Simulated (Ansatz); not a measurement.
# AlGaPH (quintet): one geometry, many settings

Aim: run AlGaPH (quintet) at one geometry under a spread of methods and options, and see what each costs and gives.

Method: the settings change from run to run; program: Ansatz 0.2.0, Gaussian basis.

43 further runs of the same task are left out: 1 for a known fault of the program, 29 that didn't finish, 13 set aside as unsound or not needed.

## 1. The system

The geometry is a PBE0/def2-TZVP stationary point (not a proven minimum) of the parent state, kept for this charge and spin. No spin-orbit coupling is included. The filled d shell of Ga may be among the frozen orbitals whatever the setting's name suggests; the logs give the count.

4 atoms, charge 0, spin multiplicity 5.

Atoms are counted from 1 here; the program's logs count them from 0.

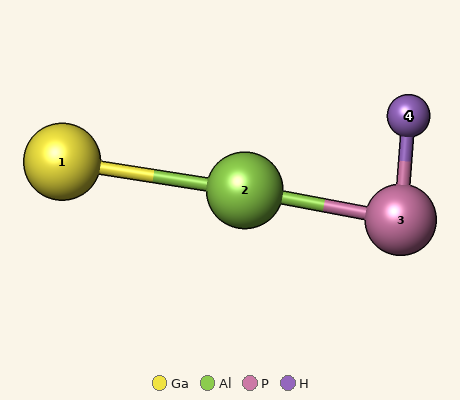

The structure; gallium yellow, aluminium green, phosphorus pink, hydrogen purple; atoms are numbered from 1 in the order of the file.

## 2. CCSD(T) on ROHF/cc-pVDZ

in.yaml reads:

```yaml
crystal:
  periodic: [false, false, false]
  atoms:
    - {symbol: Ga, position_ang: [0.000004, -0.313225, 2.962084]}
    - {symbol: Al, position_ang: [-0.000020, -0.322225, 0.427096]}
    - {symbol: P, position_ang: [0.000009, -0.397714, -1.748137]}
    - {symbol: H, position_ang: [0.000007, 1.033163, -1.641043]}
basis:
  gaussian: {orbitals: cc-pVDZ, point_charges: [{charge: -0.50, position_ang: [3.992, -0.370, 0.966]}]}
magnetization: {spin_polarized: false, initial_magnetization: 4}
correlation: {method: ccsd_t, electrons: outside_noble_gas}
accuracy: high
```

On the command line:

```
> ansatz run in.yaml --threads 1 --pin off --events-out ev --progress --plain --max-ram 2393MiB
```

What it wrote (excerpt; [...] marks lines left out):

```text
Functional definition: HF
  name "HF"
  cite "Fock, Z. Phys. 61, 126 (1930) doi:10.1007/BF01340294"
  parent pbe
[...]
1381 factors; integrals over basis functions are off by at most 4.5e-9 eV
[...]
mean field -68201.87571056 eV, -2506.3727034715 hartree, gradient 2.6e-8 eV, S^2 6.000000; 10 other end points of the search recorded, 0 dependent functions left out
[...]
determinant -68201.87571056 eV, -2506.3727034715 hartree, with singles and doubles -68207.98820407 eV, -2506.5973334647 hartree
determinant -68200.41396904 eV, -2506.3189854613 hartree, with singles and doubles -68206.24689361 eV, -2506.5333414855 hartree
determinant -68199.94583312 eV, -2506.3017817834 hartree, with singles and doubles -68206.07601069 eV, -2506.5270616540 hartree
determinant -68199.91628841 eV, -2506.3006960357 hartree, with singles and doubles -68205.72407049 eV, -2506.5141280903 hartree
24 core orbitals not correlated: weight in the atoms' cores, before any rotation towards them, 1.000 or more for the frozen orbitals, at most 0.000 for the correlated occupied ones
reference -68201.87571056 eV, -2506.3727034715 hartree; 8, 4 occupied and 36, 40 virtual orbitals, 1381 factors
second order -5.00509470 eV of doubles, -0.11719161 eV of singles
cycle   1  -6.11278683 eV  change   -2.9e-4 eV  update   1.6e-3
[...]
cycle  25  -6.11329489 eV  change   1.7e-10 eV  update   1.3e-9
perturbative correction -0.26175593 eV, -0.0096193531 hartree
Total energy: -68208.25076139 eV, -2506.6069822680 hartree
```

Wall time 1.9 min (1 thread of Intel Xeon at 2.50GHz, shared host); peak memory 0.26 GiB.

From the report: correlation -6.3751 eV; T1 0.027; largest double amplitude 0.08.

## 3. NEVPT4(SD)(4,5)/STO-3G

Changes to in.yaml since step 2:

```diff
@@ -8,5 +8,5 @@
 basis:
-  gaussian: {orbitals: cc-pVDZ, point_charges: [{charge: -0.50, position_ang: [3.992, -0.370, 0.966]}]}
+  gaussian: {orbitals: STO-3G}
 magnetization: {spin_polarized: false, initial_magnetization: 4}
-correlation: {method: ccsd_t, electrons: outside_noble_gas}
+correlation: {method: fic_nevpt4_sd, electrons: outside_noble_gas, active_space: {window: {electrons: 4, orbitals: 5}}}
 accuracy: high
```

Same command.

What it wrote (excerpt; [...] marks lines left out):

```text
Functional definition: HF
  name "HF"
  cite "Fock, Z. Phys. 61, 126 (1930) doi:10.1007/BF01340294"
  parent pbe
[...]
560 factors; integrals over basis functions are off by at most 1.6e-8 eV
[...]
mean field -67415.40405577 eV, -2477.4704032473 hartree, gradient 5.5e-8 eV, S^2 6.000000; 15 other end points of the search recorded, 0 dependent functions left out
reference -67415.40405577 eV, -2477.4704032473 hartree; 32, 28 occupied and 5, 9 virtual orbitals, 560 factors
state -67415.40405577 eV, -2477.4704032473 hartree
state -67415.40405577 eV, -2477.4704032473 hartree; corrected -67417.56529683 eV, -2477.5498273915 hartree
WARN: 1 active orbitals are nearly empty or full. The corrections depend on them more than the energy does, and are more stable in an active space without them
Total energy: -67417.56529683 eV, -2477.5498273915 hartree
```

It took 51 s on 1 thread of Intel Xeon at 2.50GHz, shared host.

From the report: 5 determinants; active occupations 1.00, 1.00, 1.00, 1.00, 0.00. The report marks this result as in doubt.

## 4. BCCD(T) on UHF/cc-pVDZ

in.yaml reads:

```yaml
crystal:
  periodic: [false, false, false]
  atoms:
    - {symbol: Ga, position_ang: [0.000004, -0.313225, 2.962084]}
    - {symbol: Al, position_ang: [-0.000020, -0.322225, 0.427096]}
    - {symbol: P, position_ang: [0.000009, -0.397714, -1.748137]}
    - {symbol: H, position_ang: [0.000007, 1.033163, -1.641043]}
basis:
  gaussian: {orbitals: cc-pVDZ}
magnetization: {spin_polarized: true, initial_magnetization: 4}
correlation: {method: bccd_t, electrons: outside_noble_gas}
output: {forces: true}
```

Same command.

What it wrote (excerpt; [...] marks lines left out):

```text
Functional definition: HF
  name "HF"
  cite "Fock, Z. Phys. 61, 126 (1930) doi:10.1007/BF01340294"
  parent pbe
[...]
744 factors; integrals over basis functions are off by at most 9.8e-4 eV
[...]
mean field -68202.07723812 eV, -2506.3801094726 hartree, gradient 2.4e-6 eV, S^2 6.042747; 10 other end points of the search recorded, 0 dependent functions left out
determinant -68202.07723812 eV, -2506.3801094726 hartree, with singles and doubles -68207.97622099 eV, -2506.5968930944 hartree
determinant -68200.44741331 eV, -2506.3202145155 hartree, with singles and doubles -68206.04449481 eV, -2506.5259034668 hartree
determinant -68200.21760912 eV, -2506.3117693672 hartree, with singles and doubles -68205.75479681 eV, -2506.5152572618 hartree
determinant -68200.13024618 eV, -2506.3085588386 hartree, with singles and doubles -68206.10311955 eV, -2506.5280578862 hartree
[...]
24 core orbitals not correlated: weight in the atoms' cores, before any rotation towards them, 1.000 or more for the frozen orbitals, at most 0.000 for the correlated occupied ones
reference -68202.07723812 eV, -2506.3801094726 hartree; 8, 4 occupied and 36, 40 virtual orbitals, 744 factors
second order -4.81343544 eV of doubles, -0.00000000 eV of singles
cycle   1  -5.89019433 eV  change    8.8e-3 eV  update   7.7e-3
[...]
cycle  15  -5.88888229 eV  change    7.8e-8 eV  update   3.0e-7
perturbative correction -0.26593608 eV, -0.0097729705 hartree
[...]
Total energy: -68208.23205648 eV, -2506.6062948755 hartree
Atom 0 at     0.000004    -0.313225     2.962084 Å, force    -0.000013    -0.002742    -0.863126 eV/Å
Atom 1 at    -0.000020    -0.322225     0.427096 Å, force    -0.000023    -0.066596     3.943983 eV/Å
Atom 2 at     0.000009    -0.397714    -1.748137 Å, force     0.000033    -0.133548    -2.828667 eV/Å
Atom 3 at     0.000007     1.033163    -1.641043 Å, force     0.000003     0.202886    -0.252189 eV/Å
Dipole moment:     0.000001     0.082536    -0.234048 e Å
```

Wall time 75 s (1 thread of Intel Xeon at 2.50GHz, shared host); peak memory 0.31 GiB.

From the report: ⟨S²⟩ of the determinant 6.043 (pure quintet: 6.00); correlation -6.1548 eV; largest double amplitude 0.09.

## 5. BCCD(T) on UHF/STO-3G

Changes to in.yaml since step 4:

```diff
@@ -8,5 +8,6 @@
 basis:
-  gaussian: {orbitals: cc-pVDZ}
+  gaussian: {orbitals: STO-3G}
 magnetization: {spin_polarized: true, initial_magnetization: 4}
-correlation: {method: bccd_t, electrons: outside_noble_gas}
+correlation: {method: bccd_t, electrons: valence}
+scf: {omitted_lower_state_checks: [cluster_reference]}
 output: {forces: true}
```

Same command.

What it wrote (excerpt; [...] marks lines left out):

```text
Functional definition: HF
  name "HF"
  cite "Fock, Z. Phys. 61, 126 (1930) doi:10.1007/BF01340294"
  parent pbe
[...]
374 factors; integrals over basis functions are off by at most 7.9e-5 eV
[...]
mean field -67415.47112152 eV, -2477.4728678683 hartree, gradient 1.3e-11 eV, S^2 6.010607; 11 other end points of the search recorded, 0 dependent functions left out
19 core orbitals not correlated: weight in the atoms' cores, before any rotation towards them, 0.999 or more for the frozen orbitals, at most 0.001 for the correlated occupied ones
reference -67415.47112152 eV, -2477.4728678683 hartree; 13, 9 occupied and 5, 9 virtual orbitals, 374 factors
second order -1.51706984 eV of doubles, -0.00000000 eV of singles
cycle   1  -1.91106785 eV  change   -3.9e-1 eV  update   7.6e-2
[...]
cycle  90  -2.17261714 eV  change  -1.1e-10 eV  update   2.6e-9
perturbative correction -0.06899050 eV, -0.0025353543 hartree
[...]
Total energy: -67417.71272916 eV, -2477.5552454297 hartree
Atom 0 at     0.000004    -0.313225     2.962084 Å, force    -0.000010    -0.013955    -1.164860 eV/Å
Atom 1 at    -0.000020    -0.322225     0.427096 Å, force    -0.000015    -0.088169     2.979408 eV/Å
Atom 2 at     0.000009    -0.397714    -1.748137 Å, force     0.000022     0.214469    -1.537761 eV/Å
Atom 3 at     0.000007     1.033163    -1.641043 Å, force     0.000003    -0.112344    -0.276787 eV/Å
Dipole moment:    -0.000019     0.043045    -1.434963 e Å
Checks for a lower state left out: cluster_reference
```

Run time: 56 s. Hardware: 1 thread of Intel Xeon at 2.50GHz, shared host.

From the report: ⟨S²⟩ of the determinant 6.011 (pure quintet: 6.00); correlation -2.2416 eV; largest double amplitude 0.11.

## 6. CCSD(T) on ROHF/cc-pVDZ

in.yaml reads:

```yaml
crystal:
  periodic: [false, false, false]
  atoms:
    - {symbol: Ga, position_ang: [0.000004, -0.313225, 2.962084]}
    - {symbol: Al, position_ang: [-0.000020, -0.322225, 0.427096]}
    - {symbol: P, position_ang: [0.000009, -0.397714, -1.748137]}
    - {symbol: H, position_ang: [0.000007, 1.033163, -1.641043]}
basis:
  gaussian: {orbitals: cc-pVDZ}
magnetization: {spin_polarized: false, initial_magnetization: 4}
correlation: {method: ccsd_t, electrons: valence}
```

Launched as before.

What it wrote (excerpt; [...] marks lines left out):

```text
Functional definition: HF
  name "HF"
  cite "Fock, Z. Phys. 61, 126 (1930) doi:10.1007/BF01340294"
  parent pbe
[...]
744 factors; integrals over basis functions are off by at most 9.8e-4 eV
[...]
mean field -68201.83350524 eV, -2506.3711524544 hartree, gradient 1.5e-6 eV, S^2 6.000000; 11 other end points of the search recorded, 0 dependent functions left out
[...]
determinant -68201.83350524 eV, -2506.3711524544 hartree, with singles and doubles -68208.45540344 eV, -2506.6145027248 hartree
determinant -68200.16299323 eV, -2506.3097622705 hartree, with singles and doubles -68206.52216910 eV, -2506.5434576731 hartree
determinant -68199.93770185 eV, -2506.3014829648 hartree, with singles and doubles -68206.57241297 eV, -2506.5453041015 hartree
determinant -68199.86371810 eV, -2506.2987641122 hartree, with singles and doubles -68206.23310054 eV, -2506.5328345995 hartree
determinant -68199.45881666 eV, -2506.2838842589 hartree, with singles and doubles -68206.06848148 eV, -2506.5267849606 hartree
determinant -68199.43091612 eV, -2506.2828589328 hartree, with singles and doubles -68206.06440951 eV, -2506.5266353185 hartree
19 core orbitals not correlated: weight in the atoms' cores, before any rotation towards them, 1.000 or more for the frozen orbitals, at most 0.000 for the correlated occupied ones
reference -68201.83350524 eV, -2506.3711524544 hartree; 13, 9 occupied and 36, 40 virtual orbitals, 744 factors
second order -5.50246453 eV of doubles, -0.12732139 eV of singles
cycle   1  -6.62183237 eV  change    6.6e-5 eV  update   1.5e-3
[...]
cycle   7  -6.62242891 eV  change    1.7e-5 eV  update   1.1e-5
perturbative correction -0.30217533 eV, -0.0111047386 hartree
Total energy: -68208.75810948 eV, -2506.6256269666 hartree
```

It took 77 s on 1 thread of Intel Xeon at 2.50GHz, shared host.

From the report: correlation -6.9246 eV; T1 0.019; largest double amplitude 0.08.

## 7. CCSD(T) on UHF/def2-mTZVP

Changes to in.yaml since step 6:

```diff
@@ -8,4 +8,4 @@
 basis:
-  gaussian: {orbitals: cc-pVDZ}
-magnetization: {spin_polarized: false, initial_magnetization: 4}
-correlation: {method: ccsd_t, electrons: valence}
+  gaussian: {orbitals: def2-mTZVP}
+magnetization: {spin_polarized: true, initial_magnetization: 4}
+correlation: {method: ccsd_t, electrons: outside_noble_gas}
```

The command is unchanged.

What it wrote (excerpt; [...] marks lines left out):

```text
Functional definition: HF
  name "HF"
  cite "Fock, Z. Phys. 61, 126 (1930) doi:10.1007/BF01340294"
  parent pbe
[...]
731 factors; integrals over basis functions are off by at most 1.1e-3 eV
[...]
mean field -68202.77523420 eV, -2506.4057603552 hartree, gradient 9.9e-7 eV, S^2 6.042911; 10 other end points of the search recorded, 0 dependent functions left out
determinant -68202.77523420 eV, -2506.4057603552 hartree, with singles and doubles -68208.18741566 eV, -2506.6046543557 hartree
determinant -68201.18122148 eV, -2506.3471814686 hartree, with singles and doubles -68206.26502406 eV, -2506.5340077673 hartree
determinant -68200.96862583 eV, -2506.3393687223 hartree, with singles and doubles -68205.99224876 eV, -2506.5239834598 hartree
determinant -68200.83541754 eV, -2506.3344734080 hartree, with singles and doubles -68206.27860931 eV, -2506.5345070161 hartree
determinant -68200.43799744 eV, -2506.3198684888 hartree, with singles and doubles -68205.97793125 eV, -2506.5234573012 hartree
24 core orbitals not correlated: weight in the atoms' cores, before any rotation towards them, 1.000 or more for the frozen orbitals, at most 0.000 for the correlated occupied ones
reference -68202.77523420 eV, -2506.4057603552 hartree; 8, 4 occupied and 51, 55 virtual orbitals, 731 factors
second order -4.38010291 eV of doubles, -0.00000000 eV of singles
cycle   1  -5.39775982 eV  change   -1.4e-1 eV  update   1.8e-2
[...]
cycle  10  -5.41573815 eV  change    1.8e-6 eV  update   9.1e-6
perturbative correction -0.24227368 eV, -0.0089033934 hartree
Total energy: -68208.43324602 eV, -2506.6136884548 hartree
```

Wall time 67 s (1 thread of Intel Xeon at 2.50GHz, shared host); peak memory 0.26 GiB.

From the report: ⟨S²⟩ of the determinant 6.043 (pure quintet: 6.00); correlation -5.6580 eV; T1 0.026; largest double amplitude 0.09.

## 8. CCSD on ROHF/cc-pVDZ

Changes to in.yaml since step 7:

```diff
@@ -8,4 +8,4 @@
 basis:
-  gaussian: {orbitals: def2-mTZVP}
-magnetization: {spin_polarized: true, initial_magnetization: 4}
-correlation: {method: ccsd_t, electrons: outside_noble_gas}
+  gaussian: {orbitals: cc-pVDZ}
+magnetization: {spin_polarized: false, initial_magnetization: 4}
+correlation: {method: ccsd, electrons: valence}
```

The command is unchanged.

What it wrote (excerpt; [...] marks lines left out):

```text
Functional definition: HF
  name "HF"
  cite "Fock, Z. Phys. 61, 126 (1930) doi:10.1007/BF01340294"
  parent pbe
[...]
744 factors; integrals over basis functions are off by at most 9.8e-4 eV
[...]
mean field -68201.83350524 eV, -2506.3711524544 hartree, gradient 1.5e-6 eV, S^2 6.000000; 11 other end points of the search recorded, 0 dependent functions left out
[...]
determinant -68201.83350524 eV, -2506.3711524544 hartree, with singles and doubles -68208.45540344 eV, -2506.6145027248 hartree
determinant -68200.16299323 eV, -2506.3097622705 hartree, with singles and doubles -68206.52216910 eV, -2506.5434576731 hartree
determinant -68199.93770185 eV, -2506.3014829648 hartree, with singles and doubles -68206.57241297 eV, -2506.5453041015 hartree
determinant -68199.86371810 eV, -2506.2987641122 hartree, with singles and doubles -68206.23310054 eV, -2506.5328345995 hartree
determinant -68199.45881666 eV, -2506.2838842589 hartree, with singles and doubles -68206.06848148 eV, -2506.5267849606 hartree
determinant -68199.43091612 eV, -2506.2828589328 hartree, with singles and doubles -68206.06440951 eV, -2506.5266353185 hartree
19 core orbitals not correlated: weight in the atoms' cores, before any rotation towards them, 1.000 or more for the frozen orbitals, at most 0.000 for the correlated occupied ones
reference -68201.83350524 eV, -2506.3711524544 hartree; 13, 9 occupied and 36, 40 virtual orbitals, 744 factors
second order -5.50246453 eV of doubles, -0.12732139 eV of singles
cycle   1  -6.62183237 eV  change    6.6e-5 eV  update   1.5e-3
[...]
cycle   7  -6.62242891 eV  change    1.7e-5 eV  update   1.1e-5
Total energy: -68208.45593415 eV, -2506.6145222280 hartree
```

Wall time 70 s (1 thread of Intel Xeon at 2.50GHz, shared host).

From the report: correlation -6.6224 eV; T1 0.019; largest double amplitude 0.08.

## 9. BCCD on UHF/STO-3G

Changes to in.yaml since step 8:

```diff
@@ -8,4 +8,6 @@
 basis:
-  gaussian: {orbitals: cc-pVDZ}
-magnetization: {spin_polarized: false, initial_magnetization: 4}
-correlation: {method: ccsd, electrons: valence}
+  gaussian: {orbitals: STO-3G}
+magnetization: {spin_polarized: true, initial_magnetization: 4}
+correlation: {method: bccd, electrons: valence}
+scf: {lower_state_search: off}
+output: {forces: true}
```

The command is unchanged.

What it wrote (excerpt; [...] marks lines left out):

```text
Functional definition: HF
  name "HF"
  cite "Fock, Z. Phys. 61, 126 (1930) doi:10.1007/BF01340294"
  parent pbe
[...]
374 factors; integrals over basis functions are off by at most 7.9e-5 eV
[...]
mean field -67415.47112152 eV, -2477.4728678683 hartree, gradient 1.3e-11 eV, S^2 6.010607; 0 other end points of the search recorded, 0 dependent functions left out
19 core orbitals not correlated: weight in the atoms' cores, before any rotation towards them, 0.999 or more for the frozen orbitals, at most 0.001 for the correlated occupied ones
reference -67415.47112152 eV, -2477.4728678683 hartree; 13, 9 occupied and 5, 9 virtual orbitals, 374 factors
second order -1.51706984 eV of doubles, -0.00000000 eV of singles
cycle   1  -1.91106785 eV  change   -3.9e-1 eV  update   7.6e-2
[...]
cycle  90  -2.17261714 eV  change  -1.1e-10 eV  update   2.6e-9
[...]
Total energy: -67417.64373866 eV, -2477.5527100754 hartree
Atom 0 at     0.000004    -0.313225     2.962084 Å, force    -0.000011    -0.011166    -1.133752 eV/Å
Atom 1 at    -0.000020    -0.322225     0.427096 Å, force    -0.000012    -0.098960     2.930368 eV/Å
Atom 2 at     0.000009    -0.397714    -1.748137 Å, force     0.000020     0.235876    -1.512353 eV/Å
Atom 3 at     0.000007     1.033163    -1.641043 Å, force     0.000004    -0.125750    -0.284264 eV/Å
Dipole moment:    -0.000019     0.043038    -1.441411 e Å
Checks for a lower state left out: starts, cluster_reference, orbital_swaps, neighbouring_geometries, increment
```

Wall time 32 s (1 thread of Intel Xeon at 2.50GHz, shared host).

From the report: ⟨S²⟩ of the determinant 6.011 (pure quintet: 6.00); correlation -2.1726 eV; largest double amplitude 0.11.

## 10. All runs side by side

Where basis and cores are those of an earlier UCCSDT(Q)/cc-pVDZ run (-68208.3091 eV), and the state is the same kind, the miss against it is given. † marks a result that the program doubts.

```
                                          level         correlated  functions  energy (eV)  from UCCSDT(Q) (meV)     time
CCSD(T) on ROHF/cc-pVDZ (beside a point charge)  outside noble gas         68  -68208.2508                        1.9 min
                       NEVPT4(SD)(4,5)/STO-3G †  outside noble gas         37  -67417.5653                           51 s
                         BCCD(T) on UHF/cc-pVDZ  outside noble gas         68  -68208.2321                  77.0     75 s
                          BCCD(T) on UHF/STO-3G            valence         37  -67417.7127                           56 s
                        CCSD(T) on ROHF/cc-pVDZ            valence         68  -68208.7581                           77 s
                      CCSD(T) on UHF/def2-mTZVP  outside noble gas         83  -68208.4332                           67 s
                           CCSD on ROHF/cc-pVDZ            valence         68  -68208.4559                           70 s
                             BCCD on UHF/STO-3G            valence         37  -67417.6437                           32 s
```

## 11. Outcome

| quantity | value |
| --- | --- |
| runs | 8 |
| quickest | BCCD on UHF/STO-3G, 32 s |
| slowest | CCSD(T) on ROHF/cc-pVDZ (beside a point charge), 1.9 min |

Total energies in different bases, with other cores or another treatment of relativity can't be set against each other. CCSD(T) on ROHF/cc-pVDZ (beside a point charge) took 4 times as long as BCCD on UHF/STO-3G; the jobs differ in more than the method.
